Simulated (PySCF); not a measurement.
# C₂H₉BS: electronic excitations at several levels of theory

Aim: compute the electronic excitations of C₂H₉BS (`[BH3-][S+](C)C`) at several levels, and see how far they spread and what each costs.

Programs: PySCF 2.14.0, with density-fitted response routines of our own. Each step states its level of theory. These are calculated values for one molecule in the gas phase, unless marked as measured. Atoms are numbered from 0 throughout.

### 1 The molecule as given

13 atoms, charge 0, multiplicity 1; geometry from: GFN2-xTB. The atoms were then displaced at random by about 0.01 Å, so the start is not that level's minimum.

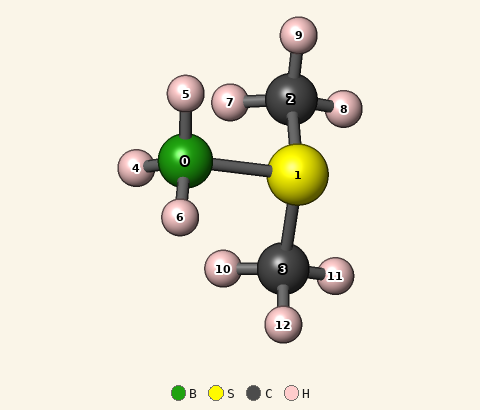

As it starts; boron green, sulfur yellow, carbon dark grey, hydrogen pink, atoms numbered; sticks join atoms by distance.

### 2 Geometry optimisation at PBE0-D3(BJ)/def2-SVP

The job: settings as JSON, then the geometry in Å.

```
{"job": {"xc": "PBE0", "basis": "def2-SVP", "d3": "d3bj", "grid": 1, "shake": 0.01, "kind": "geom"}, "charge": 0, "multiplicity": 1}
B     -0.454390     1.622820     0.337730
S     -0.217380    -0.215030     0.935890
C      1.481650    -0.511620     0.397440
C     -1.029180    -1.125950    -0.385420
H     -0.128210     1.639540    -0.813500
H      0.211090     2.287590     1.056700
H     -1.624670     1.835060     0.491400
H      1.661440    -0.098150    -0.595350
H      1.704960    -1.569710     0.447600
H      2.145090     0.005180     1.117850
H     -0.816000    -0.698810    -1.335420
H     -0.772480    -2.173970    -0.328190
H     -2.156110    -1.013840    -0.215660
```

Launch:

```sh
OMP_NUM_THREADS=1 python probes_run.py task.json out
```

One launch serves the whole session: the jobs run in the order shown.

What it wrote:

```text
step   0  E = -504.17306360  max force = 0.045041
step   1  E = -504.17755774  max force = 0.008989
step   2  E = -504.17840780  max force = 0.002283
step   3  E = -504.17854564  max force = 0.000657
step   4  E = -504.17858136  max force = 0.000380
step   5  E = -504.17862064  max force = 0.000790
step   6  E = -504.17863575  max force = 0.000563
step   7  E = -504.17864154  max force = 0.000170
optimisation converged
```

Wall time 26 s (1 thread of Arm Neoverse V2, shared host); peak memory 0.43 GiB.

The steps of the relaxation:

```
step  energy from step 0 (eV)  largest force component (eV/Å)
   0                   0.0000                          2.3161
   1                  -0.1223                          0.4622
   2                  -0.1454                          0.1174
   3                  -0.1492                          0.0338
   4                  -0.1501                          0.0195
   5                  -0.1512                          0.0406
   6                  -0.1516                          0.0290
   7                  -0.1518                          0.0087
```

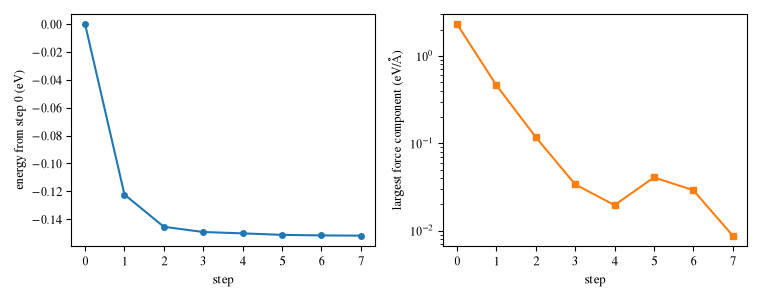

Energy and largest force along the relaxation.

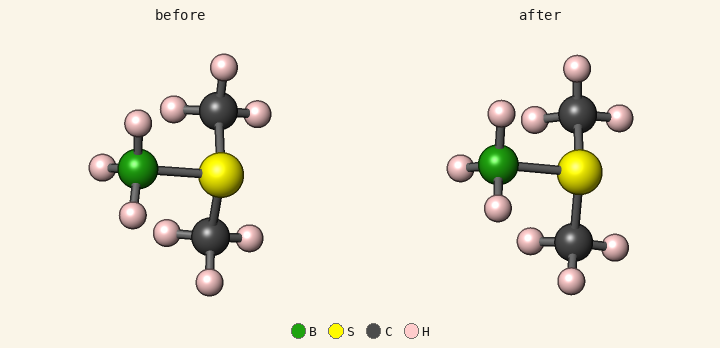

The geometry before (left) and after (right).

Distances of close pairs at the start and the end, largest changes first:

```
  bond  before (Å)  after (Å)  change (Å)
C3–H12       1.145      1.098      -0.047
 B0–H5       1.184      1.221      +0.037
C3–H10       1.063      1.099      +0.036
 B0–H4       1.197      1.223      +0.027
 B0–H6       1.199      1.221      +0.022
C3–H11       1.081      1.099      +0.018
 C2–H8       1.083      1.099      +0.016
 C2–H9       1.107      1.098      -0.010
```

The end geometry stands in the next job.

```
                         at the end point                value
  point group (found at 0.08 Å tolerance)                   Cs
rotational constants (GHz, main isotopes)  6.072, 5.642, 3.655
                        dipole moment (D)                 4.88
```

### 3 TDDFT and polarisability: PBE0/def2-TZVP

The job: settings as JSON, then the geometry in Å.

```
{"job": {"kind": "uv", "xc": "PBE0", "basis": "def2-TZVP"}, "charge": 0, "multiplicity": 1}
B     -0.351571     1.680528     0.373767
S     -0.118713    -0.176617     0.887762
C      1.504490    -0.597025     0.236672
C     -1.172543    -1.077656    -0.257695
H     -0.129975     1.714742    -0.828795
H      0.471737     2.253751     1.070067
H     -1.506775     1.908490     0.696160
H      1.567074    -0.296955    -0.818865
H      1.694571    -1.672022     0.359126
H      2.233913    -0.021338     0.821159
H     -0.975613    -0.739311    -1.284940
H     -1.005875    -2.158592    -0.154308
H     -2.208256    -0.834323     0.013020
```

Level: TDDFT PBE0/def2-TZVP, vertical, gas phase, core orbitals frozen in the response.

What it wrote:

```text
coarse grid: 10464 points
cycle   1  E = -504.3865018046  dE =  7.407e-02  |g| = 3.754e-01  |ddm| = 2.347e+00
cycle   2  E = -504.3899604966  dE = -3.459e-03  |g| = 3.665e-01  |ddm| = 7.230e-01
cycle   3  E = -504.4318671626  dE = -4.191e-02  |g| = 3.565e-02  |ddm| = 3.658e-01
cycle   4  E = -504.4321713010  dE = -3.041e-04  |g| = 1.253e-02  |ddm| = 4.009e-02
cycle   5  E = -504.4322150611  dE = -4.376e-05  |g| = 2.163e-03  |ddm| = 1.293e-02
cycle   6  E = -504.4322162636  dE = -1.202e-06  |g| = 7.618e-04  |ddm| = 2.417e-03
final grid: 93720 points
cycle   7  E = -504.4274868150  dE = -4.443e-05  |g| = 8.952e-03  |ddm| = 3.668e-02
cycle   8  E = -504.4274807407  dE =  6.074e-06  |g| = 1.004e-02  |ddm| = 1.134e-02
cycle   9  E = -504.4275040529  dE = -2.331e-05  |g| = 7.579e-04  |ddm| = 6.548e-03
cycle  10  E = -504.4275042146  dE = -1.618e-07  |g| = 1.711e-04  |ddm| = 7.062e-04
cycle  11  E = -504.4275042233  dE = -8.704e-09  |g| = 5.217e-05  |ddm| = 1.912e-04
cycle  12  E = -504.4275042241  dE = -7.943e-10  |g| = 1.280e-05  |ddm| = 5.114e-05
converged SCF energy = -504.4275042241

Static polarisability (au): isotropic 64.651, principal 54.459 67.548 71.946

Singlet excitations
state   eV       nm        f      main configurations
  1   6.7888    182.6   0.01651   H->L 0.89, H-2->L 0.10
  2   7.4321    166.8   0.00245   H->L+1 0.59, H-1->L 0.37
  3   7.4446    166.5   0.00987   H-2->L 0.87, H->L 0.10
  4   7.5723    163.7   0.06441   H-1->L 0.56, H->L+1 0.30, H->L+2 0.11
  5   7.7698    159.6   0.04553   H->L+2 0.85
  6   7.9620    155.7   0.02449   H-1->L+1 0.94
  7   8.0636    153.8   0.00182   H-2->L+1 0.94
  8   8.1948    151.3   0.00049   H-1->L+2 0.98
  9   8.3928    147.7   0.01634   H-2->L+2 0.94
 10   8.5785    144.5   0.04769   H->L+3 0.82

Triplet excitations (Tamm-Dancoff, eV): 6.0911 6.7950 7.1151 7.1195
```

Run time: 18 s. Hardware: 1 thread of Arm Neoverse V2, shared host; peak memory 0.76 GiB.

Frontier orbitals and where they lie:

```
orbital      eV                       atoms
 HOMO−3  -10.04   S1 37 %, B0 21 %, C2 11 %
 HOMO−2   -8.43   B0 36 %, S1 27 %, H6 10 %
 HOMO−1   -8.23   B0 49 %, H5 21 %, H6 21 %
   HOMO   -7.81   S1 34 %, B0 30 %, H4 22 %
   LUMO    0.45   S1 48 %, C2 13 %, C3 13 %
 LUMO+1    0.80  H8 14 %, H11 14 %, B0 11 %
 LUMO+2    1.25   S1 36 %, C3 22 %, C2 22 %
```

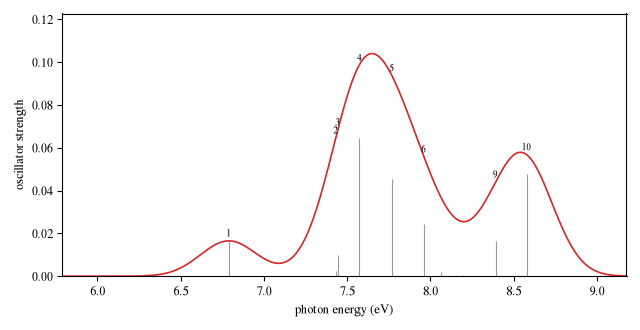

Absorption spectrum from the 10 singlet states computed; above the last one it falls off for lack of states. Lines are broadened to a width of 0.40 eV (Gaussian).

Further results of this job:

```
           property  computed
  dipole moment (D)      4.70
polarisability (Å³)      9.58
 HOMO–LUMO gap (eV)      8.25
      −ε(HOMO) (eV)      7.81
```

### 4 TDDFT and polarisability: PBE0/aug-cc-pVDZ

Settings changed since step 3:

```diff
@@ -1,2 +1,2 @@
-{"job": {"kind": "uv", "xc": "PBE0", "basis": "def2-TZVP"}, "charge": 0, "multiplicity": 1}
+{"job": {"kind": "uv", "xc": "PBE0", "basis": "aug-cc-pVDZ"}, "charge": 0, "multiplicity": 1}
 B     -0.351571     1.680528     0.373767
```

Level: TDDFT PBE0/aug-cc-pVDZ, vertical, gas phase, core orbitals frozen in the response.

What it wrote:

```text
coarse grid: 10464 points
cycle   1  E = -504.3297323771  dE =  1.125e-01  |g| = 3.450e-01  |ddm| = 8.447e+00
cycle   2  E = -504.3346619603  dE = -4.930e-03  |g| = 3.325e-01  |ddm| = 2.525e+00
cycle   3  E = -504.3727059550  dE = -3.804e-02  |g| = 2.946e-02  |ddm| = 1.148e+00
cycle   4  E = -504.3729518598  dE = -2.459e-04  |g| = 9.755e-03  |ddm| = 1.197e-01
cycle   5  E = -504.3729822611  dE = -3.040e-05  |g| = 1.804e-03  |ddm| = 3.523e-02
cycle   6  E = -504.3729832830  dE = -1.022e-06  |g| = 5.451e-04  |ddm| = 7.453e-03
final grid: 93720 points
cycle   7  E = -504.3844369139  dE = -2.463e-05  |g| = 8.256e-03  |ddm| = 1.496e-01
cycle   8  E = -504.3844310713  dE =  5.843e-06  |g| = 9.532e-03  |ddm| = 4.752e-02
cycle   9  E = -504.3844548288  dE = -2.376e-05  |g| = 6.251e-04  |ddm| = 2.091e-02
cycle  10  E = -504.3844549578  dE = -1.289e-07  |g| = 1.064e-04  |ddm| = 2.393e-03
cycle  11  E = -504.3844549613  dE = -3.514e-09  |g| = 3.898e-05  |ddm| = 4.740e-04
cycle  12  E = -504.3844549618  dE = -5.009e-10  |g| = 7.021e-06  |ddm| = 1.084e-04
converged SCF energy = -504.3844549618

Static polarisability (au): isotropic 68.165, principal 58.755 70.975 74.765

Singlet excitations
state   eV       nm        f      main configurations
  1   6.6212    187.3   0.01135   H->L 0.95
  2   6.6863    185.4   0.01851   H->L+1 0.86
  3   7.1024    174.6   0.02558   H-1->L 0.95
  4   7.2164    171.8   0.02932   H-2->L 0.79, H->L+2 0.15
  5   7.2880    170.1   0.02259   H->L+2 0.47, H->L+3 0.23, H->L+4 0.11
  6   7.3010    169.8   0.02982   H-1->L+1 0.50, H-2->L+1 0.32
  7   7.3039    169.8   0.02400   H-2->L+1 0.47, H-1->L+1 0.36
  8   7.4335    166.8   0.08211   H->L+3 0.49, H->L+2 0.29, H->L+4 0.12
  9   7.6343    162.4   0.00543   H->L+4 0.70, H->L+3 0.25
 10   7.7080    160.9   0.00067   H->L+5 0.77

Triplet excitations (Tamm-Dancoff, eV): 6.1667 6.4648 6.8472 7.0078
```

Wall time 17 s (1 thread of Arm Neoverse V2, shared host); peak memory 0.73 GiB.

Key values: HOMO -7.80 eV, LUMO -0.30 eV; lowest singlet 6.62 eV.

### 5 Ultraviolet spectrum: PBE0/def2-TZVPD

Settings changed since step 4:

```diff
@@ -1,2 +1,2 @@
-{"job": {"kind": "uv", "xc": "PBE0", "basis": "aug-cc-pVDZ"}, "charge": 0, "multiplicity": 1}
+{"job": {"kind": "uv", "xc": "PBE0", "basis": "def2-TZVPD"}, "charge": 0, "multiplicity": 1}
 B     -0.351571     1.680528     0.373767
```

Method: TDDFT PBE0/def2-TZVPD, vertical, gas phase, core orbitals frozen in the response.

What it wrote:

```text
coarse grid: 10464 points
cycle   1  E = -504.3871980936  dE =  7.410e-02  |g| = 3.756e-01  |ddm| = 2.626e+00
cycle   2  E = -504.3901918054  dE = -2.994e-03  |g| = 3.683e-01  |ddm| = 8.876e-01
cycle   3  E = -504.4326250121  dE = -4.243e-02  |g| = 3.603e-02  |ddm| = 3.995e-01
cycle   4  E = -504.4329351963  dE = -3.102e-04  |g| = 1.278e-02  |ddm| = 6.239e-02
cycle   5  E = -504.4329807242  dE = -4.553e-05  |g| = 2.210e-03  |ddm| = 1.861e-02
cycle   6  E = -504.4329819757  dE = -1.251e-06  |g| = 7.940e-04  |ddm| = 4.063e-03
final grid: 93720 points
cycle   7  E = -504.4282480015  dE = -4.792e-05  |g| = 9.056e-03  |ddm| = 1.365e-01
cycle   8  E = -504.4282416094  dE =  6.392e-06  |g| = 1.019e-02  |ddm| = 1.554e-02
cycle   9  E = -504.4282656230  dE = -2.401e-05  |g| = 7.675e-04  |ddm| = 8.355e-03
cycle  10  E = -504.4282657890  dE = -1.661e-07  |g| = 1.742e-04  |ddm| = 1.030e-03
cycle  11  E = -504.4282657981  dE = -9.047e-09  |g| = 5.416e-05  |ddm| = 2.635e-04
cycle  12  E = -504.4282657990  dE = -8.570e-10  |g| = 1.333e-05  |ddm| = 7.653e-05
converged SCF energy = -504.4282657990

Static polarisability (au): isotropic 68.255, principal 58.618 70.968 75.179

Singlet excitations
state   eV       nm        f      main configurations
  1   6.6250    187.1   0.01737   H->L+1 0.86
  2   6.7809    182.8   0.01102   H->L 0.94
  3   7.2435    171.2   0.00001   H-2->L+1 0.68, H-1->L 0.20
  4   7.3092    169.6   0.03524   H-1->L+1 0.81
  5   7.3167    169.5   0.03694   H-1->L 0.73, H-2->L+1 0.17
  6   7.3726    168.2   0.05597   H->L+2 0.43, H-2->L 0.41
  7   7.3943    167.7   0.00027   H-2->L 0.48, H->L+2 0.32, H->L+3 0.12
  8   7.6067    163.0   0.13920   H->L+3 0.77, H->L+2 0.11
  9   7.8151    158.6   0.00380   H-1->L+2 0.61, H-1->L+3 0.32
 10   7.8939    157.1   0.00652   H->L+4 0.84

Triplet excitations (Tamm-Dancoff, eV): 6.0004 6.5123 6.8140 6.9619
```

Run time: 28 s. Hardware: 1 thread of Arm Neoverse V2, shared host; peak memory 0.81 GiB.

Key values: HOMO -7.82 eV, LUMO -0.08 eV; lowest singlet 6.62 eV.

### 6 TDDFT and polarisability: PBE0/6-31+G*

Settings changed since step 5:

```diff
@@ -1,2 +1,2 @@
-{"job": {"kind": "uv", "xc": "PBE0", "basis": "def2-TZVPD"}, "charge": 0, "multiplicity": 1}
+{"job": {"kind": "uv", "xc": "PBE0", "basis": "6-31+G*"}, "charge": 0, "multiplicity": 1}
 B     -0.351571     1.680528     0.373767
```

With the program's defaults for keys left out, this is: TDDFT PBE0/6-31+G*, vertical, gas phase, core orbitals frozen in the response.

What it wrote:

```text
coarse grid: 10464 points
cycle   1  E = -504.3528226125  dE =  9.393e-02  |g| = 3.454e-01  |ddm| = 3.073e+00
cycle   2  E = -504.3604063517  dE = -7.584e-03  |g| = 3.205e-01  |ddm| = 1.569e+00
cycle   3  E = -504.3952253767  dE = -3.482e-02  |g| = 2.600e-02  |ddm| = 8.051e-01
cycle   4  E = -504.3954192796  dE = -1.939e-04  |g| = 7.795e-03  |ddm| = 1.051e-01
cycle   5  E = -504.3954389625  dE = -1.968e-05  |g| = 1.962e-03  |ddm| = 2.280e-02
cycle   6  E = -504.3954400929  dE = -1.130e-06  |g| = 5.418e-04  |ddm| = 5.370e-03
final grid: 93720 points
cycle   7  E = -504.3535524175  dE = -1.403e-05  |g| = 7.833e-03  |ddm| = 4.577e-02
cycle   8  E = -504.3535478655  dE =  4.552e-06  |g| = 8.963e-03  |ddm| = 2.306e-02
cycle   9  E = -504.3535693742  dE = -2.151e-05  |g| = 5.198e-04  |ddm| = 1.231e-02
cycle  10  E = -504.3535694611  dE = -8.690e-08  |g| = 9.334e-05  |ddm| = 1.203e-03
cycle  11  E = -504.3535694636  dE = -2.503e-09  |g| = 3.086e-05  |ddm| = 2.770e-04
cycle  12  E = -504.3535694639  dE = -3.196e-10  |g| = 4.405e-06  |ddm| = 7.183e-05
converged SCF energy = -504.3535694639

Static polarisability (au): isotropic 61.245, principal 52.806 63.583 67.347

Singlet excitations
state   eV       nm        f      main configurations
  1   6.7396    184.0   0.02107   H->L+1 0.89
  2   6.9087    179.5   0.01452   H->L 0.94
  3   7.3232    169.3   0.00133   H-2->L+1 0.60, H-1->L 0.30
  4   7.3618    168.4   0.05066   H-1->L+1 0.89
  5   7.3947    167.7   0.04032   H-1->L 0.66, H-2->L+1 0.27
  6   7.4468    166.5   0.02535   H->L+2 0.86
  7   7.5136    165.0   0.01071   H-2->L 0.91
  8   7.8601    157.7   0.00111   H-1->L+2 0.93
  9   7.8743    157.5   0.17071   H->L+3 0.91
 10   8.0685    153.7   0.00007   H->L+5 0.95

Triplet excitations (Tamm-Dancoff, eV): 6.1587 6.6613 6.9739 7.0403
```

Wall time 7.7 s (1 thread of Arm Neoverse V2, shared host); peak memory 0.52 GiB.

This run: HOMO -7.82 eV, LUMO 0.04 eV; lowest singlet 6.74 eV.

### 7 Comparing the runs: electronic excitations

Excitations and ground-state properties, with basis size and wall time:

```
             run  lowest singlet (eV)  brightest (eV)      f  gap (eV)  α (Å³)  μ (D)  functions   time
  PBE0/def2-TZVP                 6.79            7.57  0.064      8.25    9.58   4.70        184   18 s
PBE0/aug-cc-pVDZ                 6.62            7.43  0.082      7.50   10.10   4.67        177   17 s
 PBE0/def2-TZVPD                 6.62            7.61  0.139      7.73   10.11   4.64        238   28 s
    PBE0/6-31+G*                 6.74            7.87  0.171      7.86    9.08   4.87         94  7.7 s
```

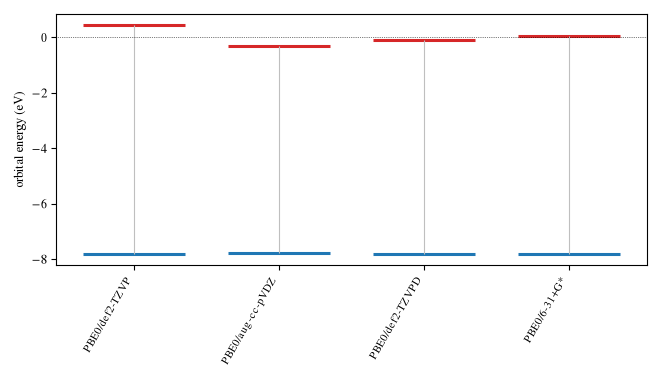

HOMO (blue) and LUMO (red) run by run.

### 8 What came out

| quantity | value |
| --- | --- |
| point group | Cs |
| rotational constants (main isotopes) | 6.07, 5.64, 3.66 GHz |
| lowest singlet (PBE0/def2-TZVP) | 6.79 eV (183 nm), f = 0.017 |
| brightest single state of those computed | state 4, 7.57 eV, f = 0.064 |
| lowest triplet | 6.09 eV |
| range of the lowest singlet | 6.62 to 6.79 eV |

Single values in the summary come from the first run of each kind that ended normally (PBE0/def2-TZVP), which need not be the best level. Relaxing lowered the energy by 0.152 eV in 7 steps; the close pair that moved most is C3–H12, from 1.145 to 1.098 Å. The first singlet state (HOMO→LUMO 0.89, HOMO−2→LUMO 0.10) lies at 6.79 eV and is weak; of the 10 states computed, the strongest absorption comes from state 4 at 7.57 eV (the last state computed is bright too, and its partners may lie past the list). The lowest triplet lies 0.70 eV below the lowest singlet (triplets in Tamm-Dancoff, singlets in full TDDFT). The basis of PBE0/def2-TZVP has no diffuse functions, so Rydberg states are missing and the high states are unreliable. The lowest singlet runs from 6.62 eV (PBE0/aug-cc-pVDZ) to 6.79 eV (PBE0/def2-TZVP), while the orbital gap spans 7.50 to 8.25 eV. The lowest state need not be the same one in every run.
